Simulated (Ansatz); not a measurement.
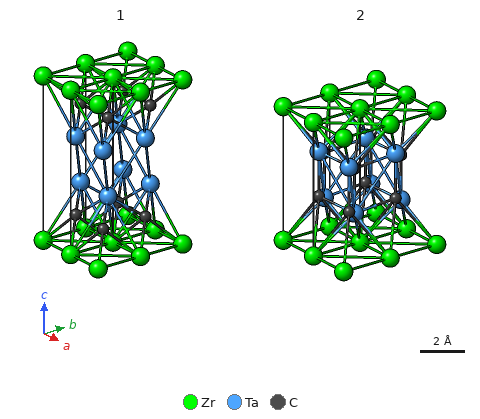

Two geometries of crystalline ZrTa2C2 (a generated structure, set up in P-3m1) (coarse preliminary run), drawn at one scale. One is the start of a relaxation, the other its converged end. The picture is a ball-and-stick view of the cell of the calculation, repeated 2 × 2 × 1 with one cell outlined, seen slightly off an axis.

Method: DFT PBE, scalar-relativistic, plane waves, PAW in Ansatz. Set-up: plane-wave cutoff 420 eV; k-point mesh 6 × 6 × 4; occupations gaussian; smearing width 0.1 eV; no spin polarisation; cell and atoms relaxed; force threshold 0.04 eV/Å; at most 70 steps.

Question: Which geometry has the lower energy?

Answer: Structure 1 is the relaxed one. The largest moves relative to the cell, 1.43 Å, are those of C atoms. Largest moves by element: C 1.43 Å, Ta 0.33 Å. Zr stays in place. Cell: a = b 3.528 → 3.207 Å (−9.1 %), c 6.255 → 7.693 Å (+23.0 %). Volume +1.6 %. Near-neighbour distances that change, for instance: C–Ta 2.092 → 3.675 Å, C–Zr 3.105 → 2.351 Å, Ta–Zr 2.731 → 3.166 Å, Ta–Ta 3.528 → 3.207 Å. Bonds break: C–Ta (2.09 → 3.67 Å). Bond angles that change, for instance: Zr–C–Ta 116.6° → 173.1°, Zr–C–Ta 59.6° → 89.0°, Ta–C–Ta 114.0° → 95.6°. The space group stays P-3m1 (No. 164). The energy falls by 7.375 eV per cell of the calculation in 13 accepted moves (15 points after the start). Largest force component: 3.8 eV/Å at the start, 0.0041 eV/Å at the end. Pressure: 28.91 GPa at the start and 0.04 GPa at the end. At 2 points the geometry stayed and the basis and grid were re-selected for the new cell (energy shift of 59.6 meV per cell of the calculation at most each time).
